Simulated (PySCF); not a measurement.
Consider C$_{5}$H$_{10}$AlFS.

```
atom    x (Å)    y (Å)    z (Å)
   F   1.6662   1.6813  -0.7785
   C   0.9005   1.0830   0.3006
  Al   2.0308  -0.5371  -0.2150
   S  -0.1390  -1.6178  -0.7481
   C  -0.7305  -1.2238   0.9385
   C  -1.3337   0.1743   0.8781
   C  -0.5431   0.9381  -0.1831
   C  -0.5640   0.0285  -1.4026
   H   0.9497   1.8304   1.1011
   H   2.6080  -0.5677  -1.6531
   H   2.4743  -1.4998   0.9128
   H  -1.4474  -1.9866   1.2337
   H   0.1372  -1.2601   1.6079
   H  -1.2685   0.6594   1.8524
   H  -2.3835   0.1194   0.5833
   H  -1.0055   1.9027  -0.4209
   H  -1.5457  -0.0260  -1.8726
   H   0.1854   0.3080  -2.1463
```

Geometry: GFN2-xTB.

Computed with PySCF, PBE0/pcSseg-1, SCF density, gas phase, non-relativistic.

Predict the electron density and electron localisation function between the atoms.

Answer. C–F (1.45 Å): ρ is about 1.7 e/Å³ halfway, with its minimum of 1.3 e/Å³ about 0.5 Å from C; the ELF peaks at about 0.80 between the atoms (a polar covalent bond).
C–S (1.83 Å): ρ at the midpoint is about 1.2 e/Å³; the ELF peaks at about 0.90 between the atoms (localised, covalent bonding).
C–H (1.10 Å): ρ is about 2 e/Å³ halfway; the ELF climbs to about 1 towards the hydrogen, as it does in any bond to H; an ordinary covalent bond to hydrogen.

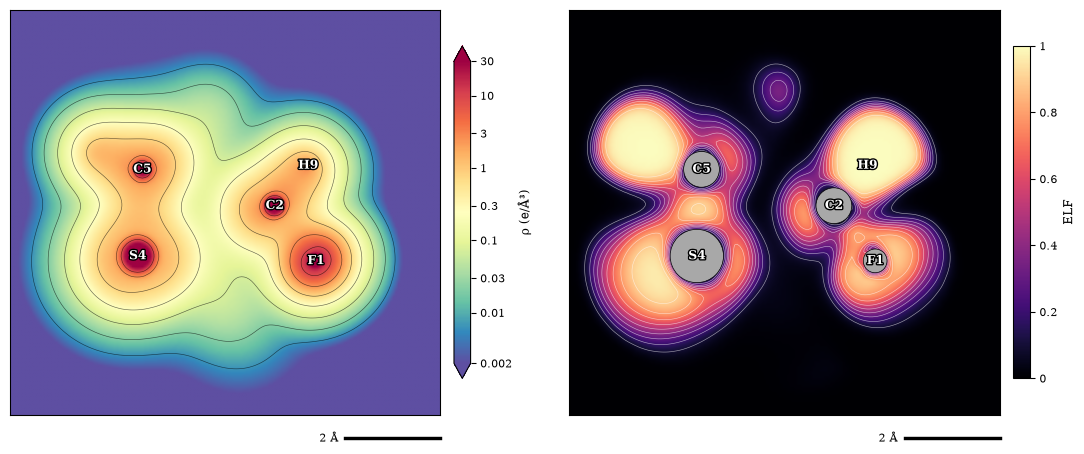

Computed electron density and electron localisation function on the plane of atoms F1, C2 and H9, in this order. Grey discs cover the atomic cores in the ELF map. 
